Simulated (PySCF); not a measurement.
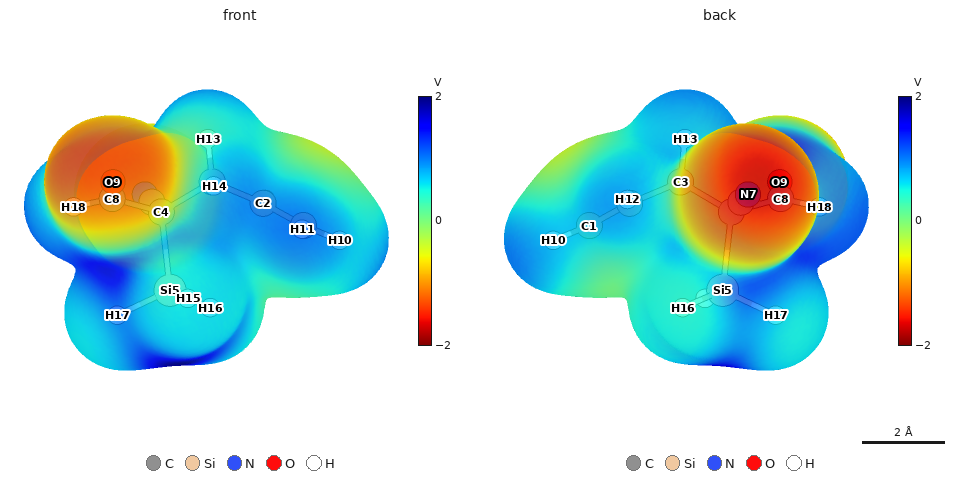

*C$_{6}$H$_{9}$NOSi (SMILES C=CC[C@]([SiH3])(C#N)C=O). The molecular electrostatic potential painted on the density surface at 0.002 e/bohr³, seen from the front and from behind; red is negative and blue positive.*

Geometry: GFN2-xTB.

The calculation used PBE0/pcSseg-1, SCF density, gas phase, non-relativistic (PySCF).

```xyz
18

C     2.5896    0.1586    0.5258
C     1.5605   -0.6502    0.3500
C     0.5763   -0.5244   -0.7668
C    -0.8533   -0.2758   -0.2541
Si   -0.8824    1.2409    0.9762
C    -1.3611   -1.4013    0.4647
N    -1.7575   -2.3043    1.0463
C    -1.7812    0.1187   -1.3515
O    -1.4425    0.6093   -2.3941
H     3.2806    0.0333    1.3415
H     2.7919    0.9731   -0.1504
H     1.3801   -1.4707    1.0333
H     0.5773   -1.4460   -1.3594
H     0.8463    0.3007   -1.4285
H    -0.1757    2.3171    0.2925
H    -0.2228    0.8037    2.2004
H    -2.2851    1.5678    1.2260
H    -2.8498   -0.0441   -1.1100
```

### Where is the surface potential most negative and most positive?

The most negative region (about −1.7 V) lies over N7, the most positive (about +1.9 V) over Si5. N7 is the likeliest acceptor of a hydrogen bond.
